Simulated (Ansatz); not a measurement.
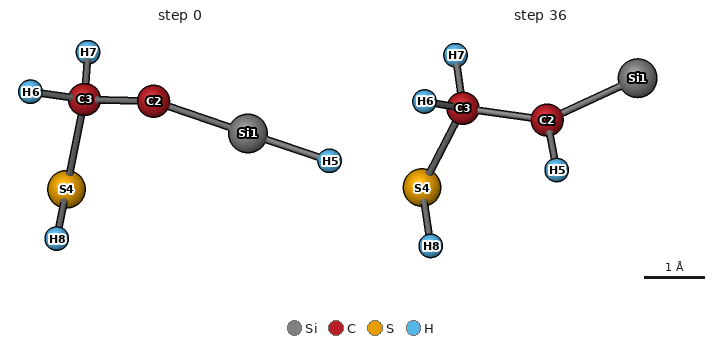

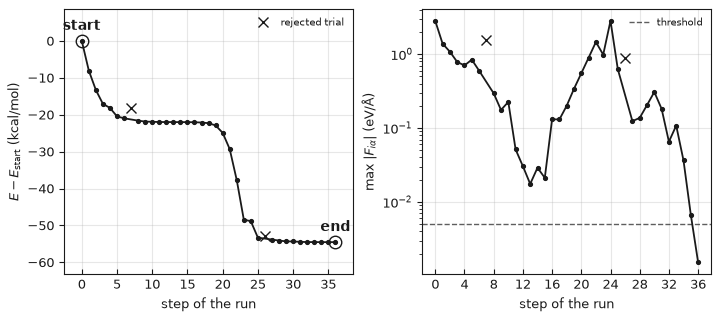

First and last geometry of a relaxation of C$_{2}$H$_{4}$SSi, with the history of the run. A ball-and-stick model, seen at a tilt.

The calculation used Ansatz 0.2.0, RKS PBE0-D4/def2-TZVP.

Input
```yaml
crystal:
  periodic: [false, false, false]
  atoms:
    - {symbol: Si, position_ang: [-0.985030, 1.334040, -1.156750]}
    - {symbol: C, position_ang: [0.475660, 0.719160, -0.539630]}
    - {symbol: C, position_ang: [0.741590, -0.114410, 0.651590]}
    - {symbol: S, position_ang: [-0.409980, -1.548310, 0.962760]}
    - {symbol: H, position_ang: [-2.098800, 1.897870, -1.897830]}
    - {symbol: H, position_ang: [1.734420, -0.557530, 0.569670]}
    - {symbol: H, position_ang: [0.684180, 0.445890, 1.586920]}
    - {symbol: H, position_ang: [-0.142040, -2.176710, -0.176730]}
basis:
  gaussian: {orbitals: def2-TZVP}
hamiltonian: {xc: pbe0, dispersion: d4}
relax: {f_tol: 0.005, max_steps: 200}
```

Run as
```bash
ansatz run in.yaml --threads 2 --pin off --events-out ev --progress --plain --max-ram 4352MiB
```

> What do the curves and the structures tell?

It converged. The atom that moves furthest after the best rigid fit is H5 (2.29 Å). Largest moves by element: H 2.29 Å, Si 1.18 Å, C 0.80 Å, S 0.10 Å. Some distances before and after: C2–H5 3.140 → 1.104 Å, Si1–H5 1.452 → 2.292 Å, C3–S4 1.865 → 1.829 Å, S4–H8 1.329 → 1.342 Å. New bonds form, among them: C2–H5 (3.14 → 1.10 Å). Bonds break, among them: Si1–H5 (1.45 → 2.29 Å). Bond angles that change, for instance: Si1–C2–C3 130.6° → 138.6°, C2–C3–S4 117.2° → 114.5°, S4–C3–H6 105.2° → 107.9°. Groups turn about C2–C3 by about 70°. Over 34 accepted moves (36 points after the start) the energy falls by 54.5 kcal/mol. The largest force component goes from 2.8 to 0.0015 eV/Å. The line search rejected the trial steps at points 7, 26 of the run.

```
step  E − E(0), kcal/mol  largest force component, eV/Å      note
   0                0.00                         2.8127          
   1               -8.05                         1.3896          
   2              -13.30                         1.0802          
   3              -17.05                         0.7855          
   4              -18.15                         0.7044          
   5              -20.45                         0.8441          
   6              -20.96                         0.5981          
   7              -18.13                         1.5336  rejected
   8              -21.60                         0.2951          
   9              -21.85                         0.1759          
  10              -21.91                         0.2258          
  11              -21.97                         0.0514          
  13              -21.99                         0.0175          
  14              -22.00                         0.0290          
  15              -22.01                         0.0212          
  17              -22.11                         0.1307          
  18              -22.29                         0.2004          
  20              -24.90                         0.5516          
  21              -29.30                         0.8963          
  22              -37.72                         1.4620          
  24              -48.86                         2.8314          
  25              -53.31                         0.6278          
  26              -52.91                         0.8998  rejected
  28              -54.11                         0.1374          
  29              -54.31                         0.2045          
  31              -54.44                         0.1822          
  32              -54.51                         0.0654          
  33              -54.51                         0.1080          
  35              -54.53                         0.0067          
  36              -54.53                         0.0015
```
